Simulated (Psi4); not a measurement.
**wB97X-V/def2-TZVP (core potential) run of SnS (SMILES [S][Sn])**

What is the energy change on altering one bond length of SnS at wB97X-V/def2-TZVP (core potential)? 

Program for the calculation: Psi4 1.11.

6 further runs of the same task are left out: 3 that didn't finish, 3 set aside as unsound or not needed.

## 1. The structure to begin with

SnS: 2 atoms, total charge 0, spin state singlet. As SMILES, `[S][Sn]`. The bond length is the measured one.

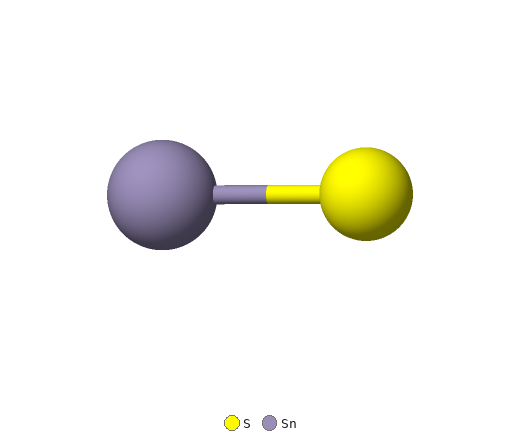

Viewed from a chosen angle; sulfur yellow, tin purple.

## 2. A single-point energy at wB97X-V/def2-TZVP (core potential)

File run_ase.py:

```python
import numpy as np
from ase.calculators.psi4 import Psi4
from ase import Atoms

mol = Atoms(['S', 'Sn'], positions=[
    [0.000000, 0.000000, 0.000000],
    [0.000000, 0.000000, 2.209026],
])
calc = Psi4(atoms=mol, method='wb97x-v', basis='def2-TZVP', memory='1600MB', num_threads=1, charge=0, multiplicity=1, label='calc')
calc.psi4.set_options({'puream': True, 'e_convergence': 1e-09, 'd_convergence': 1e-08, 'scf_type': 'pk', 'dft_radial_points': 99, 'dft_spherical_points': 590})
mol.calc = calc

print(f'energy: {mol.get_potential_energy():.6f} eV')
```

Run with:

```bash
$ python run_ase.py
```

calc.dat:

```text
[...]
    !!!  WARNING: ECP capability is in beta. Please check occupations closely.  !!!
[...]
  Running in c1 symmetry.
[...]
  Nuclear repulsion =   84.322401889267027
[...]
  Multiplicity = 1
[...]
  Nalpha       = 19
  Nbeta        = 19
[...]
    Number of basis functions: 87
[...]
 WARNING: Atomic UHF is not converging! Try casting from a smaller basis or call Rob at CCMST.
   -------------------------
[...]
   @RKS iter   1:  -612.28203106491560   -1.47667e+00   7.48275e-03 DIIS/ADIIS
[...]
   @RKS iter  13:  -612.45860197317063   -4.32010e-12   3.88006e-09 DIIS
[...]
    Orbital Energies [Eh]
    ---------------------
    Doubly Occupied:
       1A    -88.826814     2A     -8.004981     3A     -5.957025
       4A     -5.956622     5A     -5.956622     6A     -5.228958
       7A     -3.579313     8A     -3.579313     9A     -3.567153
      10A     -1.163126    11A     -1.163126    12A     -1.157329
      13A     -1.153674    14A     -1.153674    15A     -0.787860
      16A     -0.532773    17A     -0.350193    18A     -0.347192
      19A     -0.347192
[...]
  @RKS Final Energy:  -612.45860197317063
   => Energetics <=
    Nuclear Repulsion Energy =             84.3224018892670273
    One-Electron Energy =               -1094.9335585178241672
    Two-Electron Energy =                 429.7552871582449825
    DFT Exchange-Correlation Energy =     -31.7537566615400202
    Empirical Dispersion Energy =           0.0000000000000000
    VV10 Nonlocal Energy =                  0.1510241586815776
    Total Energy =                       -612.4586019731706301
[...]
 Multipole Moments:
 ------------------------------------------------------------------------------------
     Multipole            Electronic (a.u.)      Nuclear  (a.u.)        Total (a.u.)
 ------------------------------------------------------------------------------------
 L = 1.  Multiply by 2.5417464519 to convert [e a0] to [Debye]
 Dipole X            :         -0.0000003            0.0000000           -0.0000003
 Dipole Y            :         -0.0000001            0.0000000           -0.0000001
 Dipole Z            :         34.8754468          -33.3971580            1.4782888
 Magnitude           :                                                    1.4782888
[...]
```

The script printed:

```text
energy: -16665.847442 eV
```

Run time: 23 s. Hardware: 1 thread of Intel Xeon Platinum 8259CL at 2.50GHz (Skylake/Cascade Lake), shared host; peak memory 0.64 GiB.

## 3. The distorted shape, same level

File ssn.inp:

```
memory 1600 MB

molecule {
  S      0.000000     0.000000    -2.650874
  Sn     0.000000     0.000000     2.209026
  units angstrom
  symmetry c1
  no_reorient
  no_com
}

set {
  basis                def2-TZVP
  puream               true
  e_convergence        1e-09
  d_convergence        1e-08
  scf_type             pk
  dft_radial_points    99
  dft_spherical_points 590
}

energy("wb97x-v")
```

Run with:

```bash
$ psi4 -n 1 ssn.inp ssn.out
```

ssn.out:

```text
[...]
    !!!  WARNING: ECP capability is in beta. Please check occupations closely.  !!!
[...]
  Running in c1 symmetry.
[...]
  Nuclear repulsion =   38.328026946200545
[...]
  Multiplicity = 1
[...]
  Nalpha       = 19
  Nbeta        = 19
[...]
    Number of basis functions: 87
[...]
 WARNING: Atomic UHF is not converging! Try casting from a smaller basis or call Rob at CCMST.
   -------------------------
[...]
   @RKS iter   1:  -611.50168262437160   -1.13629e+00   8.67946e-03 ADIIS/DIIS
[...]
   @RKS iter  25:  -612.19710896505103   -1.39380e-10   7.29737e-09 DIIS
[...]
    Orbital Energies [Eh]
    ---------------------
    Doubly Occupied:
       1A    -88.867009     2A     -8.040008     3A     -6.007904
       4A     -5.984059     5A     -5.984059     6A     -5.254277
       7A     -3.607668     8A     -3.607668     9A     -3.585288
      10A     -1.193563    11A     -1.193563    12A     -1.174122
      13A     -1.174122    14A     -1.167685    15A     -0.749776
      16A     -0.553386    17A     -0.329783    18A     -0.329783
      19A     -0.251011
[...]
  @RKS Final Energy:  -612.19710896505103
   => Energetics <=
    Nuclear Repulsion Energy =             38.3280269462005450
    One-Electron Energy =               -1002.0124058821195376
    Two-Electron Energy =                 382.9628785204186556
    DFT Exchange-Correlation Energy =     -31.6306172020770013
    Empirical Dispersion Energy =           0.0000000000000000
    VV10 Nonlocal Energy =                  0.1550086525262471
    Total Energy =                       -612.1971089650510294
[...]
 Multipole Moments:
 ------------------------------------------------------------------------------------
     Multipole            Electronic (a.u.)      Nuclear  (a.u.)        Total (a.u.)
 ------------------------------------------------------------------------------------
 L = 1.  Multiply by 2.5417464519 to convert [e a0] to [Debye]
 Dipole X            :          0.0000044            0.0000000            0.0000044
 Dipole Y            :          0.0000004            0.0000000            0.0000004
 Dipole Z            :         -9.8424551           11.6871775            1.8447225
 Magnitude           :                                                    1.8447225
[...]
```

It took 34 s on 1 thread of Intel Xeon Platinum 8259CL at 2.50GHz (Skylake/Cascade Lake), shared host; peak memory 0.57 GiB.

## 4. Outcome

Level: wB97X-V/def2-TZVP (core potential).

| quantity | value |
| --- | --- |
| first shape: total energy | -612.45860 Eh |
| first shape: dipole moment | 3.76 D |
| first shape: HOMO energy | -9.45 eV |
| first shape: LUMO energy | -0.65 eV |
| first shape: HOMO–LUMO gap | 8.80 eV |
| distorted shape: total energy | -612.19711 Eh |
| distorted shape: dipole moment | 4.69 D |
| distorted shape: HOMO energy | -6.83 eV |
| distorted shape: LUMO energy | -2.69 eV |
| distorted shape: HOMO–LUMO gap | 4.14 eV |
| energy change with the S1–Sn2 bond stretched from 2.209 to 4.860 Å | 7.116 eV |

**Reading.** With the S1–Sn2 bond stretched from 2.209 to 4.860 Å the energy rises by 7.12 eV (164 kcal/mol). The first shape isn't relaxed at this level, so the change isn't measured from a minimum. A restricted reference can't describe the breaking bond well at this length.
